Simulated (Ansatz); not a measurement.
One crystal and one scan (scan of one atom of the cell) at two levels, PBE (plane waves to 420 eV, PAW, scalar-relativistic; Ansatz, a quantum-chemistry and plane-wave program) and PBEsol (plane waves to 420 eV, PAW, scalar-relativistic; Ansatz), each from its own relaxed cell and on its own mesh. The cell shown is that of PBE.

Starting cell, SnO$_{2}$ (rutile):

```xyz
6
Lattice="4.8275 0.0000 0.0000 0.0000 4.8275 0.0000 0.0000 0.0000 3.2382" Properties=species:S:1:pos:R:3 pbc="T T T"
Sn     0.0000     0.0000     0.0000
Sn     2.4138     2.4138     1.6191
O      1.4800     1.4800     0.0000
O      3.8938     0.9338     1.6191
O      0.9338     3.8938     1.6191
O      3.3475     3.3475     0.0000
```

In this cell atom 3 (O, nearest neighbour Sn at 2.089 Å; its periodic images, 3.2 Å or more away, move with it) is moved by s along Cartesian [110], unit vector (0.707, 0.707, 0.000); all other atoms and the cell stay fixed.

Energies are smeared free energies. SnO2 was relaxed with its symmetry unable to fall. (PBE) Left out: 1 of 11 points, with atoms too close for the PAW data. (PBEsol) Left out: 1 of 11 points, with atoms too close for the PAW data. Percentages come from the unrounded values.

| quantity | PBE | PBEsol | PBE − PBEsol |
|---|---|---|---|
| Lattice constant a (Å) | 4.828 | 4.769 | +0.059 (+1.2 %) |
| Lattice constant c (Å) | 3.238 | 3.212 | +0.026 (+0.8 %) |
| Relaxed volume (Å³/atom) | 12.58 | 12.18 | +0.40 (+3.3 %) |
| Force constant k = d²E/ds² at s = 0 (finite differences) (eV/Å²) | 20.04 | 21.91 | -1.87 (-8.5 %) |

PBE gives the higher value for: lattice constant a; lattice constant c; relaxed volume. PBE gives the lower value for: force constant k = d²E/ds² at s = 0. Both give the same shape of the curve: a single well with its minimum at or next to zero displacement. Neither level is exact: the differences show how much the result hangs on the functional.

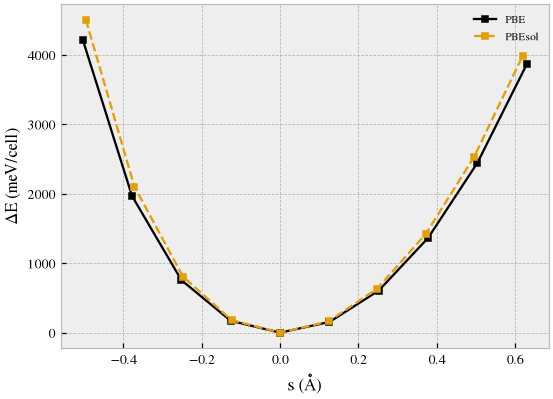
Fig. 1. ΔE, each from the undisplaced structure of its own level.

(For displaced atoms, the force is minus the slope of the energy, and its curvature is a force constant, which sets phonon frequencies.)
